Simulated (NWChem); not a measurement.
**SiNH4 (SMILES [NH][SiH3]) at 3 levels**

Wanted: a comparison of 3 runs (UHF/STO-3G, UHF/3-21G, UB3LYP/6-31G*) of SiNH4. 

The results are computed with NWChem 7.3.0.

**1. The structure to begin with**

SiNH4: 6 atoms, total charge 0, spin state doublet. SMILES: `[NH][SiH3]`. The shape is that of a PBE0-D4/def2-TZVP optimisation.

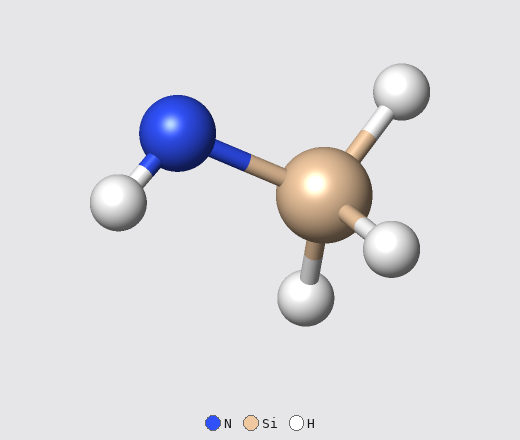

The structure, seen from a chosen angle (nitrogen blue, silicon light orange, hydrogen white).

**2. Energy and gradient at UHF/STO-3G (run 1)**

h4nsi.nw reads:

```
start h4nsi
memory 2200 mb
geometry noautosym nocenter noautoz
N        0.592100      -0.835200       0.909500
Si      -0.203700       0.347600      -0.110000
H        0.922800      -1.640700       0.372700
H       -1.310600      -0.282300      -0.885500
H        0.789500       0.911800      -1.068900
H       -0.748100       1.434800       0.736200
end
basis spherical bse
* library STO-3G
end
scf
nopen 1
uhf
thresh 1e-08
maxiter 80
print low
end
task scf gradient
```

Run with:

```sh
$ nwchem h4nsi.nw > h4nsi.out
```

The program printed:

```text
[...]
  functions       =    18
[...]
  wavefunction    = UHF
[...]
         Total SCF energy =   -341.626066702691
      One electron energy =   -586.877606400936
      Two electron energy =    188.577110479674
 Nuclear repulsion energy =     56.674429218571
                       Sz =      0.5000
                 Sz(Sz+1) =      0.7500
                      S^2 =      0.7588
[...]
                         UHF ENERGY GRADIENTS
    atom               coordinates                        gradient
                 x          y          z           x          y          z
   1 N       1.118907  -1.578299   1.718706   -0.003564  -0.004558  -0.038921
   2 Si     -0.384937   0.656869  -0.207870    0.023898  -0.036411   0.041316
   3 H       1.743839  -3.100473   0.704301   -0.006500   0.019008   0.020202
   4 H      -2.476675  -0.533470  -1.673352   -0.024886  -0.014227  -0.018099
   5 H       1.491939   1.723052  -2.019928    0.022899   0.012373  -0.021930
   6 H      -1.413704   2.711379   1.391216   -0.011846   0.023816   0.017433
 Task  times  cpu:        0.4s     wall:        0.4s
 Total times  cpu:        0.4s     wall:        0.4s
```

Wall time 0.98 s (1 thread of Intel Xeon 6975P-C (Granite Rapids), shared host); peak memory 0.099 GiB.

**3. Energy and gradient at UHF/3-21G (run 2)**

Changes to h4nsi.nw since step 2:

```diff
@@ -1,3 +1,5 @@
 start h4nsi
-memory 2200 mb
+title "H4NSi gradient"
+memory stack 880 mb heap 220 mb global 1100 mb
+
 geometry noautosym nocenter noautoz
@@ -10,7 +12,9 @@
 end
+
 basis spherical bse
-* library STO-3G
+* library 3-21G
 end
+
 scf
-nopen 1
+doublet
 uhf
@@ -18,4 +22,4 @@
 maxiter 80
-print low
 end
+
 task scf gradient
```

Run with:

```sh
$ nwchem h4nsi.nw > h4nsi.out
```

The program printed:

```text
[...]
  functions       =    30
[...]
  wavefunction    = UHF
[...]
         Total SCF energy =   -343.807158683611
      One electron energy =   -587.641143998902
      Two electron energy =    187.159556096720
 Nuclear repulsion energy =     56.674429218571
                       Sz =      0.5000
                 Sz(Sz+1) =      0.7500
                      S^2 =      0.7579
[...]
                         UHF ENERGY GRADIENTS
    atom               coordinates                        gradient
                 x          y          z           x          y          z
   1 N       1.118907  -1.578299   1.718706   -0.014276   0.024386  -0.009672
   2 Si     -0.384937   0.656869  -0.207870    0.016895  -0.028194   0.013894
   3 H       1.743839  -3.100473   0.704301   -0.003552   0.004400  -0.007198
   4 H      -2.476675  -0.533470  -1.673352   -0.000111  -0.000562   0.000548
   5 H       1.491939   1.723052  -2.019928    0.000916  -0.000214   0.000508
   6 H      -1.413704   2.711379   1.391216    0.000127   0.000184   0.001921
[...]
```

It took 1.2 s on 1 thread of Intel Xeon 6975P-C (Granite Rapids), shared host; peak memory 0.099 GiB.

**4. Energy and forces at UB3LYP/6-31G(d) (Cartesian functions) (run 3)**

h4nsi.xyz reads:

```xyz
6

N      0.592100    -0.835200     0.909500
Si    -0.203700     0.347600    -0.110000
H      0.922800    -1.640700     0.372700
H     -1.310600    -0.282300    -0.885500
H      0.789500     0.911800    -1.068900
H     -0.748100     1.434800     0.736200
```

h4nsi.nw reads:

```
START h4nsi
memory 2200 mb
GEOMETRY units angstroms noautosym nocenter noautoz
load h4nsi.xyz
END
BASIS "ao basis"
* library 6-31G*
END
DFT
xc b3lyp
mult 2
grid xfine
convergence energy 1e-08
iterations 100
mulliken
END
TASK dft gradient
```

Run with:

```sh
$ nwchem h4nsi.nw > h4nsi.out
```

The program printed:

```text
[...]
          Wavefunction type:  spin polarized.
          No. of atoms     :     6
          No. of electrons :    25
[...]
          Charge           :     0
          Spin multiplicity:     2
[...]
          AO basis - number of functions:    42
[...]
              XC Information
              --------------
                         B3LYP Method XC Potential
                     Hartree-Fock (Exact) Exchange  0.200
                        Slater Exchange Functional  0.800 local
                    Becke 1988 Exchange Functional  0.720 non-local
              Lee-Yang-Parr Correlation Functional  0.810
                  VWN I RPA Correlation Functional  0.190 local
[...]
 d= 0,ls=0.0,diis     1   -346.5426883626 -4.03D+02  8.53D-03  6.90D-02     1.3
[...]
 d= 0,ls=0.0,diis    10   -346.5829518062 -4.59D-09  7.50D-07  1.20D-09    12.0
[...]
         Total DFT energy =     -346.582951806174
      One electron energy =     -590.272553439657
           Coulomb energy =      216.313123299416
    Exchange-Corr. energy =      -29.297950884504
 Nuclear repulsion energy =       56.674429218571
[...]
      Total Density - Mulliken Population Analysis
     ---------------------------------------------
    Atom       Charge   Shell Charges
 -----------   ------   -------------------------------------------------------
    1 N    7     7.56   1.99  0.84  2.29  0.98  1.44  0.00
    2 Si  14    13.55   2.00  1.99  5.96  1.02  1.87  0.22  0.32  0.17
    3 H    1     0.69   0.51  0.18
    4 H    1     1.07   0.51  0.56
    5 H    1     1.07   0.51  0.56
    6 H    1     1.07   0.51  0.55
[...]
      <S2> =      0.7533 (Exact =     0.7500)
[...]
  wavefunction    = open shell
                         DFT ENERGY GRADIENTS
    atom               coordinates                        gradient
                 x          y          z           x          y          z
   1 N       1.118907  -1.578299   1.718706   -0.001975   0.001438  -0.006597
   2 Si     -0.384937   0.656869  -0.207870    0.002482  -0.003528   0.002089
   3 H       1.743839  -3.100473   0.704301   -0.001616   0.003746   0.002061
   4 H      -2.476675  -0.533470  -1.673352    0.000863  -0.000450   0.001027
   5 H       1.491939   1.723052  -2.019928    0.000045  -0.000825   0.000979
   6 H      -1.413704   2.711379   1.391216    0.000201  -0.000380   0.000442
[...]
```

It took 14 s on 1 thread of Intel Xeon 6975P-C (Granite Rapids), shared host; peak memory 0.13 GiB.

**5. Overview of the runs**

```
run                                level  Cartesian functions  iteration cap  energy (Eh)   ⟨S²⟩  largest force (eV/Å)  wall time
  1                           UHF/STO-3G                   no             80  -341.626067  0.759                 3.087     0.98 s
  2                            UHF/3-21G                   no             80  -343.807159  0.758                 1.835      1.2 s
  3  UB3LYP/6-31G* (Cartesian functions)                  yes            100  -346.582952  0.753                 0.362       14 s
```

**6. Results**

| quantity | value |
| --- | --- |
| run 3: total energy | -346.58295 Eh |
| run 3: dipole moment | 1.58 D |
| run 3: HOMO energy (highest over α and β) | -7.44 eV |
| run 3: LUMO energy (lowest over α and β) | -3.50 eV |
| run 3: ⟨S²⟩ | 0.753 |
| run 3: largest force on an atom | 0.362 eV/Å |

In words: In run 1 the basis is minimal, so the values are rough. All runs together took 17 s, the longest 14 s.
